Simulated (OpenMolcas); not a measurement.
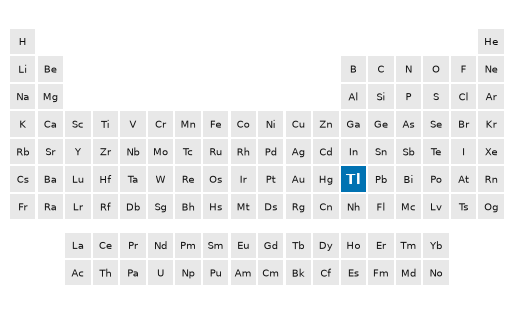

*The place of thallium in the periodic table.*

Multiconfigurational calculation for Tl

Tl. Level asked for: state-averaged CASSCF, active space 1 electron in the shell 6p, basis ANO-R0, X2C scalar Hamiltonian, spin-orbit coupling by RASSI with atomic mean-field integrals (OpenMolcas).

Input:
```
&GATEWAY
Coord
1

Tl 0.0 0.0 0.0
Basis=ANO-R0
Group=XYZ
NoMove
AngMom=0.0 0.0 0.0
AMFI
&SEWARD
&RASSCF
FileOrb=start.orb
Symmetry=2
Spin=2
nActEl=1 0 0
Inactive=21 19
Ras2=0 3
CIRoot=5 5 1
SDav=3
CIMx=300
Iter=67 100
PrWF=0.3
OrbListing=Nothing
MaxOrb=0
Atom
>>> COPY $Project.JobIph JOB001
```

The file start.orb holds starting orbitals from an earlier step.

Run as:
```bash
OMP_NUM_THREADS=1 MOLCAS_MEM=2252 MOLCAS_PROJECT=a pymolcas a.inp > a.log  # once for each step of the input, in one work folder
```

Output (extracts):
```
--- SEWARD ---
Basis set label: TL.ANO-R...6S5P3D1F.

      Electronic valence basis set:
      ------------------
      Associated Effective Charge  81.000000 au
      Associated Actual Charge     81.000000 au
      Nuclear Model: Finite nucleus - Gaussian distribution
        Gaussian exponent, Xi/bohr**(-2):  1.38889E+08

      Shell  nPrim  nBasis  Cartesian Spherical Contaminant
         s      25       6        X
         p      22       5        X
         d      16       3                 X
         f       9       1                 X
                  Relativistic X2C integrals
                  Atomic mean-field integrals
--- RASSCF ---
Wave function specifications:
      -----------------------------

      Number of closed shell electrons          80
      Number of electrons in active shells       1
      Max number of holes in RAS1 space          0
      Max nr of electrons in RAS3 space          0
      Number of inactive orbitals               40
      Number of active orbitals                  3
      Number of secondary orbitals               0
      Spin quantum number                      0.5
      State symmetry                             2
Orbital specifications:
      -----------------------

      Symmetry species                           1   2
                                                ag  au
      Frozen orbitals                            0   0
      Inactive orbitals                         21  19
      Active orbitals                            0   3
      RAS1 orbitals                              0   0
      RAS2 orbitals                              0   3
      RAS3 orbitals                              0   0
      Secondary orbitals                         0   0
      Deleted orbitals                           0   0
      Number of basis functions                 21  22
      Number of CSFs                             3
      Number of root(s) required                 5
 ************ ERROR ***********
  You can't ask for more roots
  than there are configurations
 ******************************
--- Stop Module: rasscf at  /rc=_RC_INPUT_ERROR_ ---
.####################.
.# User input error #.
.####################.
```

Outcome:

| quantity | value |
| --- | --- |
| outcome | refused by the program |
| hardware | 1 CPU thread, shared host |

What went wrong:

The input is odd on purpose: too many roots. The program refused the input: “You can't ask for more roots”. To bear in mind: RASSCF multiplicity 2: _RC_INPUT_ERROR_.
